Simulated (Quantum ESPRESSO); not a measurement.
# How biaxial strain moves the moments of CrO2

How does biaxial strain change the magnetic state of CrO2?

Method: PBE; plane waves with GBRV 1.5 PBE potentials, no spin-orbit coupling, in Quantum ESPRESSO 7.5.

**1. Set-up**

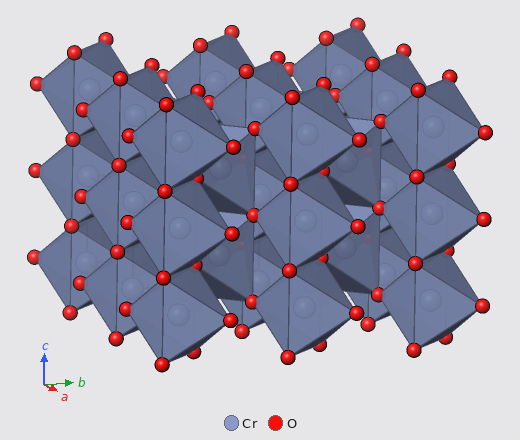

Start, viewed slightly off an axis; chromium light blue, oxygen red. 2×2×2 cells are drawn. Some periodic images of atoms are drawn too.

The lattice constants were typed from memory of published values and not checked against a source.

**2. Biaxial 0.97, ferro ++**

Lengths in the Cartesian xy plane scale by the factor; z is kept. Atoms keep their fractional places. Seeded atoms are those given a starting moment.

pw.in

```
&CONTROL
  calculation = 'scf'
  prefix = 'pwscf'
  outdir = './tmp'
  pseudo_dir = './pseudo'
  disk_io = 'nowf'
  tprnfor = .true.
  tstress = .true.
/
&SYSTEM
  ibrav = 0
  celldm(1) = 8
  nat = 6
  ntyp = 2
  ecutwfc = 40
  ecutrho = 280
  nbnd = 39
  occupations = 'smearing'
  smearing = 'fd'
  degauss = 0.00367493
  nspin = 2
  starting_magnetization(1) = 0.2143
  starting_magnetization(2) = 0
/
&ELECTRONS
  conv_thr = 1.2d-08
  electron_maxstep = 150
  mixing_beta = 0.3
/
ATOMIC_SPECIES
Cr     51.9961 cr_pbe_v1.5.uspp.F.UPF
O      15.9990 o_pbe_v1.2.uspp.F.UPF
CELL_PARAMETERS alat
   1.0129806026327    0.0000000000000    0.0000000000000
   0.0000000000000    1.0129806026327    0.0000000000000
   0.0000000000000    0.0000000000000    0.6890413881917
ATOMIC_POSITIONS crystal
Cr      0.0000000000    0.0000000000    0.0000000000
Cr      0.5000000000    0.5000000000    0.5000000000
O       0.3030000000    0.3030000000    0.0000000000
O       0.6970000000    0.6970000000    0.0000000000
O       0.8030000000    0.1970000000    0.5000000000
O       0.1970000000    0.8030000000    0.5000000000
K_POINTS automatic
6 6 10 0 0 0
```

The run is started by

```sh
$ OMP_NUM_THREADS=1 mpirun -n 4 pw.x -nk 4 -in pw.in > pw.out
```

What it wrote:

```text
Program PWSCF v.7.5 starts

     Message from routine setup:
     using ibrav=0 with symmetry is DISCOURAGED, use correct ibrav instead

     K-points division:     npool     =       4
     Subspace diagonalization in iterative solution of the eigenvalue problem:

     bravais-lattice index     =            0
     lattice parameter (alat)  =       8.0000  a.u.
     unit-cell volume          =     362.0075 (a.u.)^3
     number of atoms/cell      =            6
     number of atomic types    =            2
     number of electrons       =        52.00
     number of Kohn-Sham states=           39
     kinetic-energy cutoff     =      40.0000  Ry
     charge density cutoff     =     280.0000  Ry
     scf convergence threshold =      1.2E-08
     mixing beta               =       0.3000
     number of iterations used =            8  plain     mixing
     Exchange-correlation= SLA  PW   PBE  PBE
                           (   1   4   3   4   0   0   0)

     celldm(1)=   8.000000  celldm(2)=   0.000000  celldm(3)=   0.000000
     celldm(4)=   0.000000  celldm(5)=   0.000000  celldm(6)=   0.000000

     crystal axes: (cart. coord. in units of alat)
               a(1) = (   1.012981   0.000000   0.000000 )
               a(2) = (   0.000000   1.012981   0.000000 )
               a(3) = (   0.000000   0.000000   0.689041 )

     reciprocal axes: (cart. coord. in units 2 pi/alat)
               b(1) = (  0.987186  0.000000  0.000000 )
               b(2) = (  0.000000  0.987186  0.000000 )
               b(3) = (  0.000000  0.000000  1.451292 )

     PseudoPot. # 1 for Cr read from file:
     cr_pbe_v1.5.uspp.F.UPF
     Pseudo is Ultrasoft + core correction, Zval = 14.0

     PseudoPot. # 2 for O  read from file:
     o_pbe_v1.2.uspp.F.UPF
     Pseudo is Ultrasoft + core correction, Zval =  6.0

     atomic species   valence    mass     pseudopotential
     Cr               14.00    51.99610     Cr( 1.00)
     O                 6.00    15.99900     O ( 1.00)

     Starting magnetic structure
     atomic species   magnetization
     Cr              0.214
     O               0.000

     16 Sym. Ops., with inversion, found ( 8 have fractional translation)

   Cartesian axes

     site n.     atom                  positions (alat units)
         1        Cr     tau(   1) = (   0.0000000   0.0000000   0.0000000  )
         2        Cr     tau(   2) = (   0.5064903   0.5064903   0.3445207  )
         3        O      tau(   3) = (   0.3069331   0.3069331   0.0000000  )
         4        O      tau(   4) = (   0.7060475   0.7060475   0.0000000  )
         5        O      tau(   5) = (   0.8134234   0.1995572   0.3445207  )
         6        O      tau(   6) = (   0.1995572   0.8134234   0.3445207  )

     number of k points=    60  Fermi-Dirac smearing, width (Ry)=  0.0037
                       cart. coord. in units 2pi/alat
        k(    1) = (   0.0000000   0.0000000   0.0000000), wk =   0.0027778
        k(    2) = (   0.0000000   0.0000000   0.1451292), wk =   0.0055556
        k(    3) = (   0.0000000   0.0000000   0.2902583), wk =   0.0055556
        k(    4) = (   0.0000000   0.0000000   0.4353875), wk =   0.0055556
        k(    5) = (   0.0000000   0.0000000   0.5805167), wk =   0.0055556
        [... 55 further k-points ...]

     Dense  grid:    28661 G-vectors     FFT dimensions: (  48,  48,  30)

     Smooth grid:    12395 G-vectors     FFT dimensions: (  36,  36,  24)

     Check: negative core charge=   -0.000008
     Generating pointlists ...
     new r_m :   0.1791 (alat units)  1.4324 (a.u.) for type    1
     new r_m :   0.1791 (alat units)  1.4324 (a.u.) for type    2

     Initial potential from superposition of free atoms

     starting charge      50.0000, renormalised to      52.0000

     negative rho (up, down):  2.112E-03 1.360E-03
     Starting wfcs are   36 randomized atomic wfcs +    3 random wfcs

     Self-consistent Calculation

     iteration #  1     ecut=    40.00 Ry     beta= 0.30
     Davidson diagonalization with overlap
     ethr =  1.00E-02,  avg # of iterations =  6.3

     negative rho (up, down):  1.900E-03 2.179E-03

     total energy              =    -479.63770498 Ry
     estimated scf accuracy    <       3.34742915 Ry

     total magnetization       =     4.00 Bohr mag/cell
     absolute magnetization    =     4.14 Bohr mag/cell

     iteration #  2     ecut=    40.00 Ry     beta= 0.30
     Davidson diagonalization with overlap
     ethr =  6.44E-03,  avg # of iterations =  1.5

     negative rho (up, down):  1.407E-03 2.387E-03

     total energy              =    -480.23185664 Ry
     estimated scf accuracy    <       0.89089937 Ry

     total magnetization       =     4.02 Bohr mag/cell
     absolute magnetization    =     4.77 Bohr mag/cell

     [... further iterations left out ...]

     iteration # 11     ecut=    40.00 Ry     beta= 0.30
     Davidson diagonalization with overlap
     ethr =  8.93E-10,  avg # of iterations =  1.5

     negative rho (up, down):  9.693E-05 5.282E-03

     total energy              =    -480.42671633 Ry
     estimated scf accuracy    <       0.00000003 Ry

     total magnetization       =     4.00 Bohr mag/cell
     absolute magnetization    =     4.52 Bohr mag/cell

     iteration # 12     ecut=    40.00 Ry     beta= 0.30
     Davidson diagonalization with overlap
     ethr =  4.92E-11,  avg # of iterations =  2.0

     negative rho (up, down):  9.647E-05 5.282E-03

     Magnetic moment per site  (integrated on atomic sphere of radius R)
     atom   1 (R=0.179)  charge= 10.4234  magn=  1.6757
     atom   2 (R=0.179)  charge= 10.4234  magn=  1.6757
     atom   3 (R=0.179)  charge=  5.1500  magn= -0.0526
     atom   4 (R=0.179)  charge=  5.1500  magn= -0.0526
     atom   5 (R=0.179)  charge=  5.1500  magn= -0.0526
     atom   6 (R=0.179)  charge=  5.1500  magn= -0.0526

     End of self-consistent calculation

     Number of k-points >= 100: set verbosity='high' to print the bands.

     the Fermi energy is    11.9871 ev

!    total energy              =    -480.42671662 Ry
     estimated scf accuracy    <          4.8E-09 Ry
     smearing contrib. (-TS)   =      -0.00075484 Ry
     internal energy E=F+TS    =    -480.42596178 Ry

     The total energy is F=E-TS. E is the sum of the following terms:
     one-electron contribution =    -190.92636483 Ry
     hartree contribution      =     123.93516440 Ry
     xc contribution           =     -74.23778624 Ry
     ewald contribution        =    -339.19697511 Ry

     total magnetization       =     4.00 Bohr mag/cell
     absolute magnetization    =     4.52 Bohr mag/cell

     convergence has been achieved in  12 iterations

     negative rho (up, down):  9.647E-05 5.282E-03

     Forces acting on atoms (cartesian axes, Ry/au):

     atom    1 type  1   force =     0.00000000    0.00000000    0.00000000
     atom    2 type  1   force =     0.00000000    0.00000000   -0.00000000
     atom    3 type  2   force =     0.00041751    0.00041751   -0.00000000
     atom    4 type  2   force =    -0.00041751   -0.00041751   -0.00000000
     atom    5 type  2   force =     0.00041751   -0.00041751    0.00000000
     atom    6 type  2   force =    -0.00041751    0.00041751    0.00000000

     Total force =     0.001181     Total SCF correction =     0.000017

     Computing stress (Cartesian axis) and pressure

     negative rho (up, down):  9.647E-05 5.282E-03
          total   stress  (Ry/bohr**3)                   (kbar)     P=      202.37
   0.00153712   0.00000000   0.00000000          226.12        0.00        0.00
   0.00000000   0.00153712   0.00000000            0.00      226.12        0.00
   0.00000000   0.00000000   0.00105287            0.00        0.00      154.88

=------------------------------------------------------------------------------=
   JOB DONE.
=------------------------------------------------------------------------------=
```

It took 32 s on 4 MPI ranks of Arm Neoverse V2, shared host; peak memory 0.45 GiB; 2.1 min of CPU time.

Spin moment in the atom's sphere by atom:

| atom | spin moment in the atom's sphere (μB) |
| --- | --- |
| Cr1 | 1.68 |
| Cr2 | 1.68 |
| O3 | -0.05 |
| O4 | -0.05 |
| O5 | -0.05 |
| O6 | -0.05 |

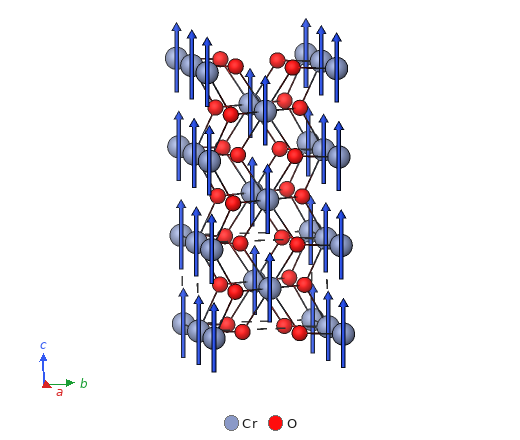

Spin moment in the atom's sphere as arrows, the longest 1.68 μB. Up and down stand for the sign. Arrows give size and sign along the axis of quantisation, drawn up and down the page. 2×1×3 cells are drawn. Some periodic images of atoms are drawn too.

Read from the output:

| Quantity | Value |
| --- | --- |
| smearing term TS | 0.01027 eV |
| pressure | 20.24 GPa |
| magnetization | 4 μB |
| absolute magnetization | 4.52 μB |
| final state | ferromagnetic |

**3. Biaxial 0.97, antiferro +-**

Edit pw.in of step 2 so:

```diff
@@ -13,6 +13,6 @@
   nat = 6
-  ntyp = 2
+  ntyp = 3
   ecutwfc = 40
   ecutrho = 280
-  nbnd = 39
+  nbnd = 36
   occupations = 'smearing'
@@ -22,3 +22,4 @@
   starting_magnetization(1) = 0.2143
-  starting_magnetization(2) = 0
+  starting_magnetization(2) = -0.2143
+  starting_magnetization(3) = 0
 /
@@ -30,3 +31,4 @@
 ATOMIC_SPECIES
-Cr     51.9961 cr_pbe_v1.5.uspp.F.UPF
+Cr1    51.9961 cr_pbe_v1.5.uspp.F.UPF
+Cr2    51.9961 cr_pbe_v1.5.uspp.F.UPF
 O      15.9990 o_pbe_v1.2.uspp.F.UPF
@@ -37,4 +39,4 @@
 ATOMIC_POSITIONS crystal
-Cr      0.0000000000    0.0000000000    0.0000000000
-Cr      0.5000000000    0.5000000000    0.5000000000
+Cr1     0.0000000000    0.0000000000    0.0000000000
+Cr2     0.5000000000    0.5000000000    0.5000000000
 O       0.3030000000    0.3030000000    0.0000000000
```

What it wrote:

```text
     [... lines left out ...]
Program PWSCF v.7.5 starts
     [... lines left out ...]
     number of atoms/cell      =            6
     [... lines left out ...]
     number of electrons       =        52.00
     number of Kohn-Sham states=           36
     kinetic-energy cutoff     =      40.0000  Ry
     charge density cutoff     =     280.0000  Ry
     scf convergence threshold =      1.2E-08
     [... lines left out ...]
      8 Sym. Ops., with inversion, found
     [... lines left out ...]
     number of k points=    78  Fermi-Dirac smearing, width (Ry)=  0.0037
     [... lines left out ...]
     iteration # 15     ecut=    40.00 Ry     beta= 0.30
     [... lines left out ...]
     Magnetic moment per site  (integrated on atomic sphere of radius R)
     atom   1 (R=0.179)  charge= 10.4250  magn=  1.4197
     atom   2 (R=0.179)  charge= 10.4269  magn= -1.4200
     atom   3 (R=0.179)  charge=  5.1459  magn=  0.0109
     atom   4 (R=0.179)  charge=  5.1459  magn=  0.0109
     atom   5 (R=0.179)  charge=  5.1460  magn= -0.0109
     atom   6 (R=0.179)  charge=  5.1460  magn= -0.0109
     [... lines left out ...]
     the Fermi energy is    11.8493 ev
!    total energy              =    -480.40193456 Ry
     estimated scf accuracy    <          7.4E-09 Ry
     smearing contrib. (-TS)   =      -0.00201853 Ry
     [... lines left out ...]
     total magnetization       =     0.00 Bohr mag/cell
     absolute magnetization    =     3.70 Bohr mag/cell
     convergence has been achieved in  15 iterations
     [... lines left out ...]
     Total force =     0.010116     Total SCF correction =     0.000080
     [... lines left out ...]
          total   stress  (Ry/bohr**3)                   (kbar)     P=      191.34
     [... lines left out ...]
```

Wall time 45 s (4 MPI ranks); peak memory 0.48 GiB; 3 min of CPU time.

Spin moment in the atom's sphere by atom:

| atom | spin moment in the atom's sphere (μB) |
| --- | --- |
| Cr1 | 1.42 |
| Cr2 | -1.42 |
| O3 | 0.01 |
| O4 | 0.01 |
| O5 | -0.01 |
| O6 | -0.01 |

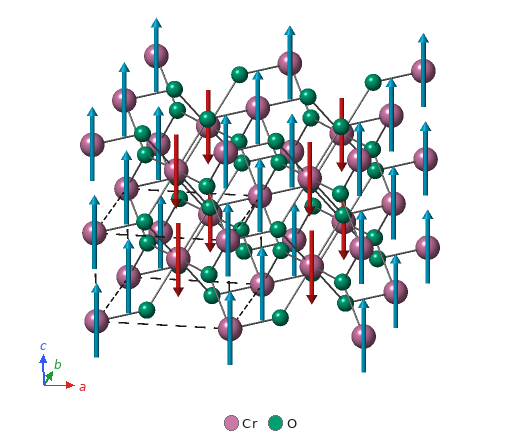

Spin moment in the atom's sphere as arrows, the longest 1.42 μB. Up and down stand for the sign. Arrows give size and sign along the axis of quantisation, drawn up and down the page. The two directions have two colours. 2×2×2 cells are drawn. Some periodic images of atoms are drawn too.

Numbers from this step:

```
smearing term TS       : 0.02746 eV
pressure               : 19.13 GPa
magnetization          : 0 μB
absolute magnetization : 3.702 μB
final state            : antiferromagnetic
```

**4. Biaxial 0.97, no spin polarisation**

Edit pw.in of step 3 so:

```diff
@@ -13,3 +13,3 @@
   nat = 6
-  ntyp = 3
+  ntyp = 2
   ecutwfc = 40
@@ -20,6 +20,2 @@
   degauss = 0.00367493
-  nspin = 2
-  starting_magnetization(1) = 0.2143
-  starting_magnetization(2) = -0.2143
-  starting_magnetization(3) = 0
 /
@@ -31,4 +27,3 @@
 ATOMIC_SPECIES
-Cr1    51.9961 cr_pbe_v1.5.uspp.F.UPF
-Cr2    51.9961 cr_pbe_v1.5.uspp.F.UPF
+Cr     51.9961 cr_pbe_v1.5.uspp.F.UPF
 O      15.9990 o_pbe_v1.2.uspp.F.UPF
@@ -39,4 +34,4 @@
 ATOMIC_POSITIONS crystal
-Cr1     0.0000000000    0.0000000000    0.0000000000
-Cr2     0.5000000000    0.5000000000    0.5000000000
+Cr      0.0000000000    0.0000000000    0.0000000000
+Cr      0.5000000000    0.5000000000    0.5000000000
 O       0.3030000000    0.3030000000    0.0000000000
```

What it wrote:

```text
     [... lines left out ...]
Program PWSCF v.7.5 starts
     [... lines left out ...]
     number of atoms/cell      =            6
     [... lines left out ...]
     number of electrons       =        52.00
     number of Kohn-Sham states=           36
     kinetic-energy cutoff     =      40.0000  Ry
     charge density cutoff     =     280.0000  Ry
     scf convergence threshold =      1.2E-08
     [... lines left out ...]
     16 Sym. Ops., with inversion, found ( 8 have fractional translation)
     [... lines left out ...]
     number of k points=    60  Fermi-Dirac smearing, width (Ry)=  0.0037
     [... lines left out ...]
     iteration # 11     ecut=    40.00 Ry     beta= 0.30
     [... lines left out ...]
     the Fermi energy is    12.2357 ev
!    total energy              =    -480.33549096 Ry
     estimated scf accuracy    <          5.0E-09 Ry
     smearing contrib. (-TS)   =      -0.00645711 Ry
     [... lines left out ...]
     convergence has been achieved in  11 iterations
     [... lines left out ...]
     Total force =     0.021770     Total SCF correction =     0.000078
     [... lines left out ...]
          total   stress  (Ry/bohr**3)                   (kbar)     P=      129.63
     [... lines left out ...]
```

Run time: 14 s. Hardware: 4 MPI ranks; peak memory 0.37 GiB.

Numbers from this step:

| Quantity | Value |
| --- | --- |
| smearing term TS | 0.08785 eV |
| pressure | 12.96 GPa |
| final state | non-magnetic (no spin polarisation) |

**5. Biaxial 1.03, ferro ++**

Edit pw.in of step 4 so:

```diff
@@ -16,3 +16,3 @@
   ecutrho = 280
-  nbnd = 36
+  nbnd = 39
   occupations = 'smearing'
@@ -20,2 +20,5 @@
   degauss = 0.00367493
+  nspin = 2
+  starting_magnetization(1) = 0.2143
+  starting_magnetization(2) = 0
 /
@@ -30,4 +33,4 @@
 CELL_PARAMETERS alat
-   1.0129806026327    0.0000000000000    0.0000000000000
-   0.0000000000000    1.0129806026327    0.0000000000000
+   1.0756391966100    0.0000000000000    0.0000000000000
+   0.0000000000000    1.0756391966100    0.0000000000000
    0.0000000000000    0.0000000000000    0.6890413881917
```

What it wrote:

```text
     [... lines left out ...]
Program PWSCF v.7.5 starts
     [... lines left out ...]
     number of atoms/cell      =            6
     [... lines left out ...]
     number of electrons       =        52.00
     number of Kohn-Sham states=           39
     kinetic-energy cutoff     =      40.0000  Ry
     charge density cutoff     =     280.0000  Ry
     scf convergence threshold =      1.2E-08
     [... lines left out ...]
     16 Sym. Ops., with inversion, found ( 8 have fractional translation)
     [... lines left out ...]
     number of k points=    60  Fermi-Dirac smearing, width (Ry)=  0.0037
     [... lines left out ...]
     iteration # 12     ecut=    40.00 Ry     beta= 0.30
     [... lines left out ...]
     Magnetic moment per site  (integrated on atomic sphere of radius R)
     atom   1 (R=0.188)  charge= 10.6718  magn=  1.8103
     atom   2 (R=0.188)  charge= 10.6718  magn=  1.8103
     atom   3 (R=0.188)  charge=  5.3169  magn= -0.0942
     atom   4 (R=0.188)  charge=  5.3169  magn= -0.0942
     atom   5 (R=0.188)  charge=  5.3169  magn= -0.0942
     atom   6 (R=0.188)  charge=  5.3169  magn= -0.0942
     [... lines left out ...]
     the Fermi energy is     9.7243 ev
!    total energy              =    -480.44041513 Ry
     estimated scf accuracy    <          3.1E-09 Ry
     smearing contrib. (-TS)   =      -0.00089052 Ry
     [... lines left out ...]
     total magnetization       =     4.00 Bohr mag/cell
     absolute magnetization    =     4.86 Bohr mag/cell
     convergence has been achieved in  12 iterations
     [... lines left out ...]
     Total force =     0.015480     Total SCF correction =     0.000017
     [... lines left out ...]
          total   stress  (Ry/bohr**3)                   (kbar)     P=      -91.17
     [... lines left out ...]
```

Run time: 34 s. Hardware: 4 MPI ranks; peak memory 0.48 GiB; 2.2 min of CPU time.

Read from the output:

| Property | Result |
| --- | --- |
| smearing term TS | 0.01212 eV |
| pressure | -9.117 GPa |
| magnetization | 4 μB |
| absolute magnetization | 4.863 μB |
| final state | ferromagnetic |
| largest moment | 1.810 μB |

**6. The series**

The runs not shown differ from these in the moved quantity alone.

States, by row:

```csv
biaxial,ferro ++,antiferro +-,no spin polarisation
0.97,ferromagnetic,antiferromagnetic,non-magnetic
0.98,ferromagnetic,antiferromagnetic,non-magnetic
0.99,ferromagnetic,antiferromagnetic,non-magnetic
1,ferromagnetic,antiferromagnetic,non-magnetic
1.01,ferromagnetic,antiferromagnetic,non-magnetic
1.02,ferromagnetic,antiferromagnetic,non-magnetic
1.03,ferromagnetic,antiferromagnetic,non-magnetic
```

Largest site moment against biaxial:

| biaxial (factor) | ferro ++ (μB) | antiferro +- (μB) |
| --- | --- | --- |
| 0.9700 | 1.68 | 1.42 |
| 0.9800 | 1.70 | 1.45 |
| 0.9900 | 1.72 | 1.49 |
| 1.0000 | 1.75 | 1.52 |
| 1.0100 | 1.77 | 1.56 |
| 1.0200 | 1.79 | 1.59 |
| 1.0300 | 1.81 | 1.62 |

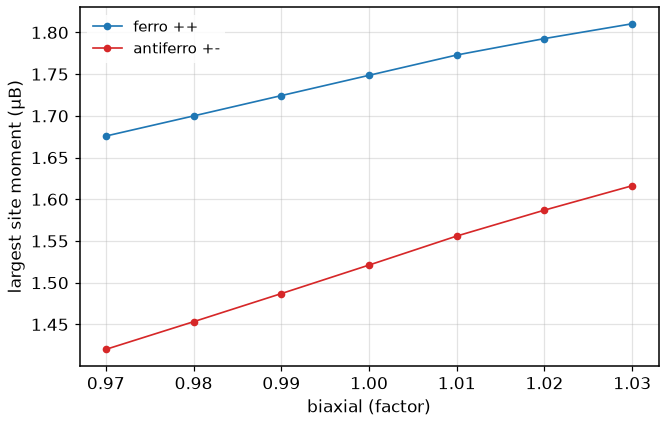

Largest site moment against biaxial.

The energy less that of the parallel start by biaxial; values in meV a seeded atom:

| biaxial (factor) | antiferro +- | no spin polarisation |
| --- | --- | --- |
| 0.9700 | 169 | 621 |
| 0.9800 | 168 | 625 |
| 0.9900 | 168 | 627 |
| 1.0000 | 167 | 630 |
| 1.0100 | 165 | 632 |
| 1.0200 | 163 | 633 |
| 1.0300 | 160 | 635 |

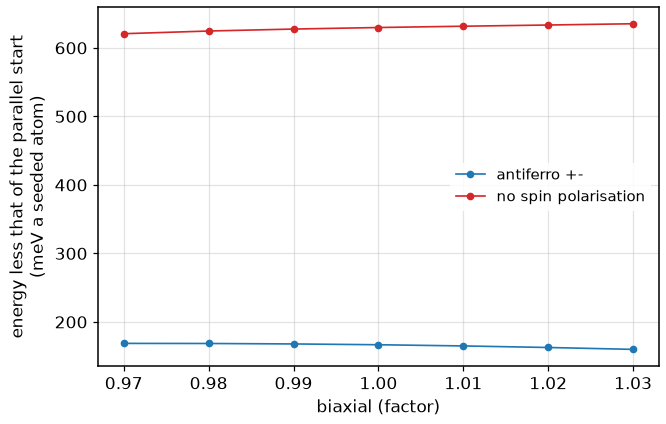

Energy less that of the parallel start against biaxial.

Table of energy over the lowest by biaxial; values in meV an atom:

| biaxial (factor) | ferro ++ | antiferro +- | no spin polarisation |
| --- | --- | --- | --- |
| 0.9700 | 45.8 | 102 | 253 |
| 0.9800 | 23.5 | 79.7 | 232 |
| 0.9900 | 8.91 | 64.8 | 218 |
| 1.0000 | 1.24 | 56.8 | 211 |
| 1.0100 | 0 | 55.0 | 211 |
| 1.0200 | 4.66 | 58.9 | 216 |
| 1.0300 | 14.7 | 68.0 | 226 |

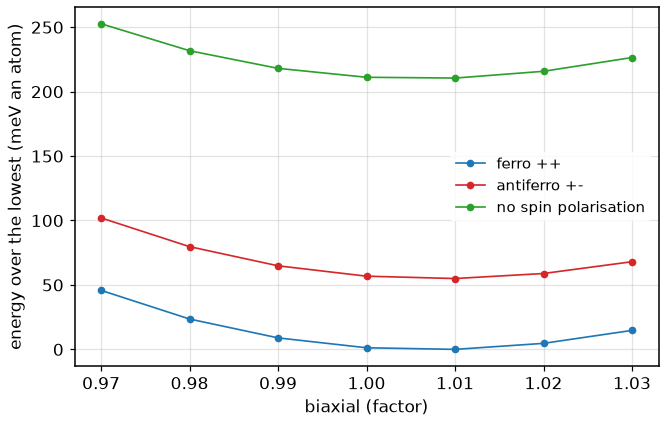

Energy over the lowest against biaxial.

**7. What came out**

```json
{"moment, parallel start": "1.68 to 1.81 μB", "states met from these starts": "antiferromagnetic and ferromagnetic"}
```

In words: The moment of the parallel start goes from 1.68 μB at 0.97 to 1.81 μB at 1.03. The net moment of the cell goes from 4 to 4 μB. The radius of the spheres follows the nearest distance, so part of the change of the site moments is the spheres'. The largest moment of the start antiferro +- lies between 1.42 and 1.62 μB. The start antiferro +- lies over the parallel one at every finished point, by 160 to 169 meV a seeded atom. No Hubbard term acts here. In such compounds local and semilocal functionals without one often delocalise the d electrons, and can shrink or lose moments and miss the size, sign and order of the couplings.

[Logs and program files are shortened in this print: banners, set-up blocks, solver, clock and traceback lines can be left out without a mark of their own.]

[Logs are printed without paths, hosts, clocks, repeated set-up lines and the standing remarks that a program may print on its own settings, such as how far it seeks lower states.]

[Hosts, paths, dates, database ids (printed as entryN), source tags and the programs' standing remarks are cut or masked in the printed files.]

[Where a cell is said to come from a database of computed structures, the database is the Materials Project.]
